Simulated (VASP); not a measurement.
Data:

```xyz
4
Lattice="4.1610 0.0000 0.0000 -2.0805 3.6035 0.0000 0.0000 0.0000 6.8068" Properties=species:S:1:pos:R:3 pbc="T T T"
Hg     0.0000     2.4024     6.8063
Hg     2.0805     1.2012     3.4029
S      0.0000     2.4024     2.5530
S      2.0805     1.2012     5.9564
```

Method: PBEsol GGA, VASP's PBE PAW potentials (set 64) (plane waves; VASP). Settings: 400 eV cut-off, 10×10×5 Γ-centred mesh, tetrahedra with Blöchl corrections, potentials Hg S.

Unless said otherwise, spin-orbit coupling is left out, though it shifts the bands of the heavy elements here.

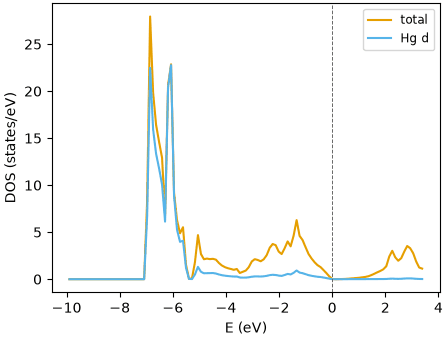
Total and projected density of states, zero at the Fermi level

Within 2 eV below the Fermi level the largest weight inside VASP's projection spheres is S p, then Hg d.

It has no gap at this level: it comes out as a metal or semimetal.

The structure was generated: HgS was put into the wurtzite type (P6_3mc), which need not be its known phase. It was relaxed first, which changed the volume by +24 %.
